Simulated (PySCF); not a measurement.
## What a change does: single-point calculation on TaO2

System: TaO2, charge +1.
Method of run 1: RKS-lda,vwn/lanl2dz (PySCF 2.14.0).

Text and figures count atoms from 1; the logs count them from 0 in places.

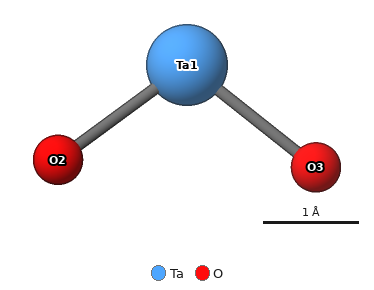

The input geometry (ball-and-stick view, seen at a tilt; atoms are numbered from 1 in the order of the input). Sticks mark near contacts.

## Input file, run 1
```python
from pyscf import gto, dft

mol = gto.M(
    atom='Ta 0 0 -0.1614; O 1.3655 0 0.9154; O -1.3655 0 0.9154',
    basis='lanl2dz',
    ecp={'Ta': 'lanl2dz'},
    charge=1,
    spin=0,
    verbose=4,
)
mf = dft.RKS(mol, xc='lda,vwn')
mf.kernel()
mf.dip_moment()
print('orbital energies (hartree):', mf.mo_energy[..., max(0, mol.nelec[1]-3):mol.nelec[0]+3].round(4))
```

Command:
```bash
OMP_NUM_THREADS=1 python input.py
```

Hardware: 1 CPU thread, shared host.

## Output, shortened to warnings, some set-up lines, iterations and results (run 1)
```
[...]
cycle= 1 E= -204.718032604438  delta_E= 3.57  |g|= 2.48  |ddm|= 2.98
cycle= 2 E= -187.85934826746  delta_E= 16.9  |g|= 5.34  |ddm|= 6.84
cycle= 3 E= -206.107392291803  delta_E= -18.2  |g|=  1.6  |ddm|= 6.35
cycle= 4 E= -206.500885500738  delta_E= -0.393  |g|= 1.06  |ddm|= 0.491
cycle= 5 E= -206.591759993575  delta_E= -0.0909  |g|= 1.02  |ddm|= 0.37
cycle= 6 E= -206.438987946345  delta_E= 0.153  |g|= 1.18  |ddm|= 0.384
cycle= 7 E= -206.497612182835  delta_E= -0.0586  |g|= 1.08  |ddm|= 0.0728
cycle= 8 E= -206.714416374594  delta_E= -0.217  |g|= 0.645  |ddm|= 0.398
cycle= 9 E= -206.81468182937  delta_E= -0.1  |g|= 0.0267  |ddm|= 0.461
cycle= 10 E= -206.814854900652  delta_E= -0.000173  |g|= 0.00452  |ddm|= 0.031
cycle= 11 E= -206.814860075079  delta_E= -5.17e-06  |g|= 0.000748  |ddm|= 0.00477
cycle= 12 E= -206.814860201282  delta_E= -1.26e-07  |g|= 3.52e-05  |ddm|= 0.000545
cycle= 13 E= -206.814860201577  delta_E= -2.95e-10  |g|= 4.61e-06  |ddm|= 2.41e-05
  HOMO = -0.498509401218593  LUMO = -0.446173298503159  gap/eV = 1.42414
Extra cycle  E= -206.814860201413  delta_E= 1.64e-10  |g|= 2.79e-05  |ddm|= 2.1e-05
converged SCF energy = -206.814860201413

WARN: System has nonzero charge 1; the dipole moment is origin-dependent.
Location of origin: [0. 0. 0.]

Dipole moment(X, Y, Z, Debye): -0.00009,  0.00000, -5.81403
orbital energies (hartree): [-0.5712 -0.5539 -0.4985 -0.4462 -0.3903 -0.3603]
```

For run 2 the input was changed thus:
```diff
-    atom='Ta 0 0 -0.1614; O 1.3655 0 0.9154; O -1.3655 0 0.9154',
+    atom='Ta 0 0 -0.1727; O 1.4609 0 0.9793; O -1.4609 0 0.9793',
```

Predict how the results change.

With the same method and basis, run 2 lies 21.5 kcal/mol higher. The number of SCF iterations is the same.

## Output, shortened to warnings, some set-up lines, iterations and results (run 2)
```
[...]
cycle= 1 E= -204.495203839318  delta_E= 3.63  |g|= 2.52  |ddm|= 2.93
cycle= 2 E= -186.2717055969  delta_E= 18.2  |g|= 5.37  |ddm|= 6.87
cycle= 3 E= -206.151681418815  delta_E= -19.9  |g|= 1.47  |ddm|= 6.35
cycle= 4 E= -206.617349478725  delta_E= -0.466  |g|= 0.783  |ddm|= 0.633
cycle= 5 E= -206.617112074141  delta_E= 0.000237  |g|= 0.861  |ddm|= 0.229
cycle= 6 E= -206.398110636303  delta_E= 0.219  |g|= 1.18  |ddm|= 0.416
cycle= 7 E= -206.688022552997  delta_E= -0.29  |g|= 0.603  |ddm|= 0.456
cycle= 8 E= -206.767077558784  delta_E= -0.0791  |g|= 0.247  |ddm|= 0.284
cycle= 9 E= -206.78024241549  delta_E= -0.0132  |g|= 0.0379  |ddm|= 0.173
cycle= 10 E= -206.78055205012  delta_E= -0.00031  |g|= 0.000734  |ddm|= 0.0242
cycle= 11 E= -206.780552230659  delta_E= -1.81e-07  |g|= 2.55e-05  |ddm|= 0.00109
cycle= 12 E= -206.780552230697  delta_E= -3.81e-11  |g|= 3.34e-05  |ddm|= 5.93e-05
cycle= 13 E= -206.780552230926  delta_E= -2.28e-10  |g|= 1.11e-05  |ddm|= 2.37e-05
  HOMO = -0.492824350645742  LUMO = -0.455588717088037  gap/eV = 1.01323
Extra cycle  E= -206.780552229602  delta_E= 1.32e-09  |g|= 7.83e-05  |ddm|= 5.87e-05
converged SCF energy = -206.780552229602

WARN: System has nonzero charge 1; the dipole moment is origin-dependent.
Location of origin: [0. 0. 0.]

Dipole moment(X, Y, Z, Debye): -0.00061, -0.00000, -5.99727
orbital energies (hartree): [-0.5525 -0.5513 -0.4928 -0.4556 -0.4093 -0.3803]
```

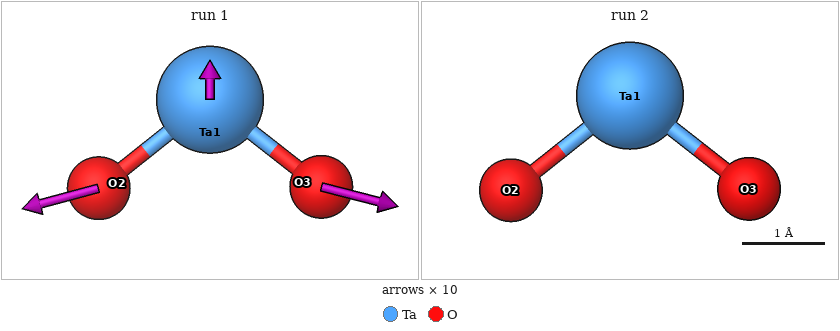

The two input geometries at one scale (ball-and-stick view, seen on its broad side). The pink arrows on the first give the shifts of the atoms after the best rigid fit, magnified 10 times. The largest moves after the best rigid fit, 0.099 Å, are those of O2 and O3. By element the largest moves are O 0.099 Å, Ta 0.050 Å. Among the contacts that change: Ta1–O2 1.739 → 1.860 Å.

## The two runs side by side

```csv
quantity,run 1,run 2
outcome,converged,converged
SCF energy (hartree),−206.814860,−206.780552
SCF iterations,13,13
wall time (shared host),3 s,2.9 s
```
